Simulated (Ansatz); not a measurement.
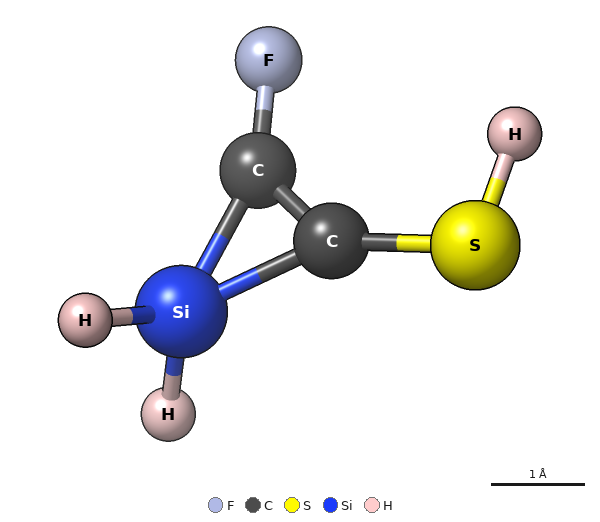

Rendered structure (ball-and-stick style).

What does the picture show?

It has 8 atoms: 2 carbon, 3 hydrogen, 1 fluorine, 1 sulfur and 1 silicon (C2H3FSSi). SMILES: `FC1=C(S)[SiH2]1`. Independent rings (smallest set): 1 of 3 members. Among its groups: alkene, thiol, C–F bond, Si–H bond. The point group is Cs. Coordination, clear cases only: 1 S bent.

The parts below concern this one geometry. Atoms keep their numbers from picture to picture. Computed geometry: PBE0-D4/def2-TZVP optimisation.

### Vibrations

Harmonic vibrations computed with RKS PBE0-D4/def2-TZVP (Ansatz 0.2.0) at a stationary point of the same level.

List the wavenumbers.

18 modes: 157, 207, 299, 318, 468, 558, 575, 656, 691, 722, 863, 991, 1030, 1218, 1720, 2227, 2233, 2679 cm⁻¹.

### Thermal motion

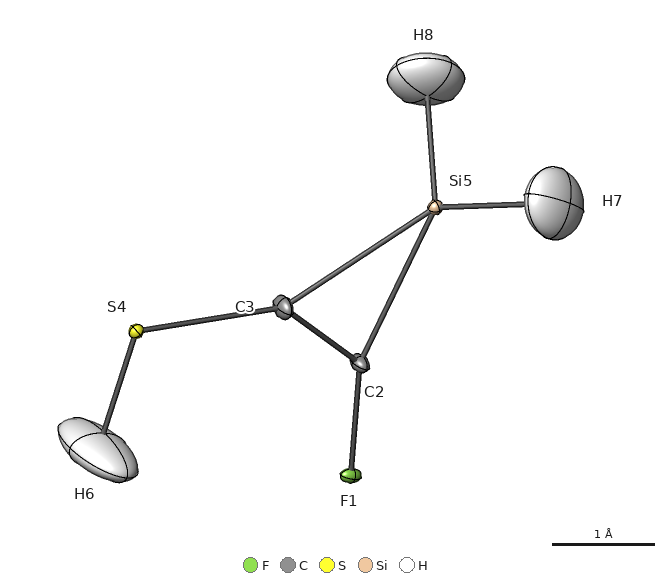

Displacement ellipsoids at the 50 % level, enlarged 1.5 times, from the internal vibrations of the free molecule (harmonic, no overall translation or rotation; no half-axis is drawn under 0.075 Å). Vibrations computed with RKS PBE0-D4/def2-TZVP (Ansatz 0.2.0). Temperature: 0 K (zero-point motion alone).

Which atom has the largest mean-square displacement?

H6, with U_eq = 0.0281 Å².

Does H6 move more along its bond or across it?

Across it: the root-mean-square amplitude is 0.083 Å along the bond and up to 0.235 Å across, since bending and torsion are softer than stretching.

List U_eq and the three principal root-mean-square amplitudes for each kind of atom.

| atom | U_eq (Å²) | rms amplitudes (Å) |
| --- | --- | --- |
| F1 | 0.0015 | 0.023, 0.032, 0.053 |
| C2 | 0.0019 | 0.034, 0.038, 0.056 |
| C3 | 0.0025 | 0.034, 0.047, 0.063 |
| S4 | 0.00064 | 0.014, 0.027, 0.031 |
| Si5 | 0.00065 | 0.015, 0.025, 0.033 |
| H6 | 0.0281 | 0.082, 0.150, 0.235 |
| H7, H8 | 0.0204 | 0.088, 0.153, 0.173 |

### Dipole moment

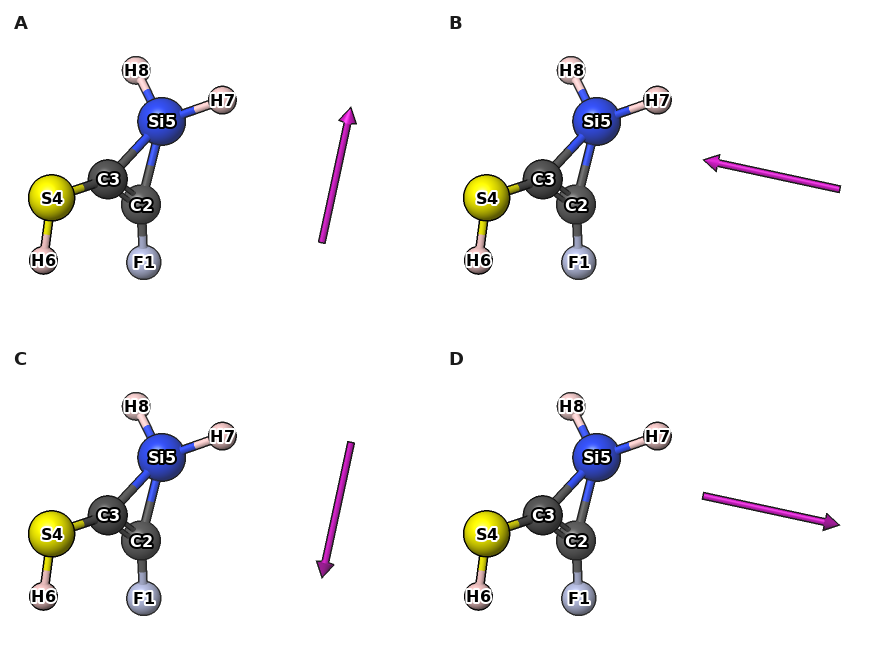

The same molecule four times, each with an arrow. Level of theory: RKS ωB97M-V/def2-TZVPP (Ansatz 0.2.0).

Which arrow points along the dipole moment, from the negative to the positive end?

A. The dipole moment is 0.70 D; it points from the side of F1, H6 to the side of H7, H8 (the outermost atoms at the two ends).

### Charges

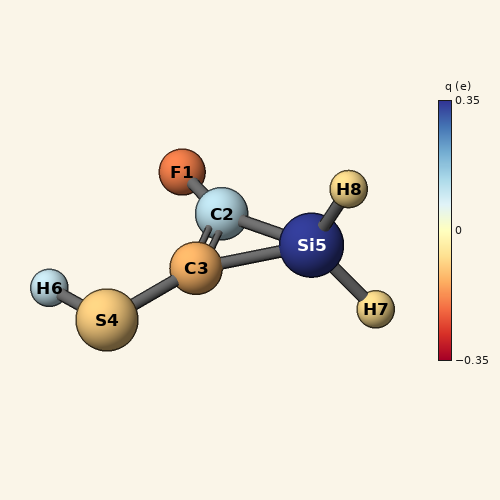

Atoms are coloured by their Mulliken charges. Properties computed with RKS r2SCAN-D4/def2-TZVPP (Ansatz 0.2.0).

Which atom carries the highest charge (most positive or least negative)?

Si5 (0.34 e).

And the lowest?

F1 (−0.19 e).

List the Mulliken charges.

```json
{"atom": "F1", "value (e)": "−0.19"}
{"atom": "C2", "value (e)": "0.11"}
{"atom": "C3", "value (e)": "−0.13"}
{"atom": "S4", "value (e)": "−0.09"}
{"atom": "Si5", "value (e)": "0.34"}
{"atom": "H6", "value (e)": "0.10"}
{"atom": "H7", "value (e)": "−0.07"}
{"atom": "H8", "value (e)": "−0.07"}
```

Mulliken values depend strongly on the basis set and can even reverse the polarity of a bond.
